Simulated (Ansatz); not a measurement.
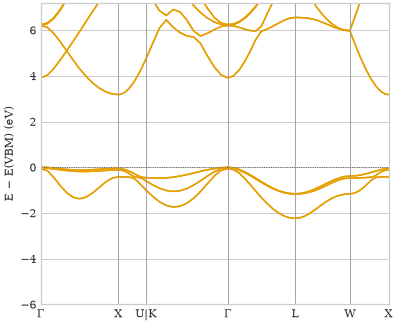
Figure. Band structure from the program Ansatz at the PBEsol with spin–orbit coupling level (PAW)

Problem. Read off the gap and where the band edges lie.

Solution. About 3.2 eV (3.18 eV by a search for the band edges); maximum at Γ, minimum at X.

The material is SrO (rock salt, space group No. 225).

Space group Fm-3m (rock salt). Symmetry was held in the PBEsol relaxation.

Potentials: the earlier of the program's two PAW sets. The files were generated under PBE; for other functionals the program regenerates the frozen cores, and for LDA and PBEsol the local potential too.
